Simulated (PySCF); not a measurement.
SMILES C[Si](C)([Se]S)C (C3H10SSeSi), GFN2-xTB optimised geometry. Atoms within 1.6 Å of the plane z = 0.0 Å (x, y, z in Å): Se1 (-1.78, 0.14, 0.00), S2 (-2.12, 2.29, 0.00), H3 (-2.38, 2.42, 1.30), Si4 (0.59, 0.14, 0.00), C6 (1.05, -1.67, 0.38), C7 (1.17, 1.34, 1.36), H11 (0.60, -2.35, -0.35), H12 (0.70, -1.97, 1.36), H13 (2.12, -1.81, 0.35), H15 (0.82, 2.35, 1.16), H16 (2.25, 1.37, 1.42).

Method: CAM-B3LYP/def2-TZVP in PySCF. Cells within 0.4 Å of a nucleus heavier than hydrogen are left out (blank, or x).

Map of the electrostatic potential (hartree/e), clipped to [-0.08, 0.12] on the plane z = 0.0 Å:

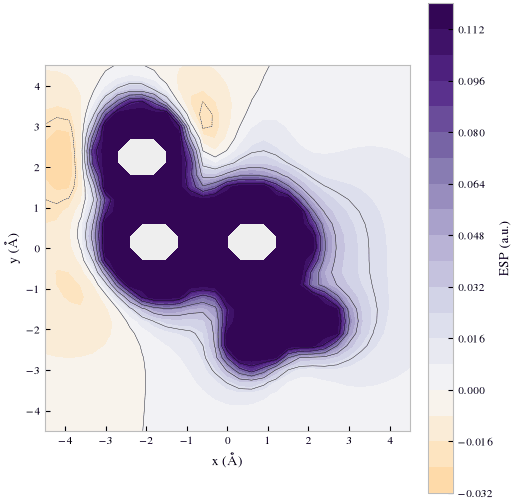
Fig. 1. Electrostatic potential (hartree/e), clipped to [-0.08, 0.12] on the plane z = 0.0 Å.
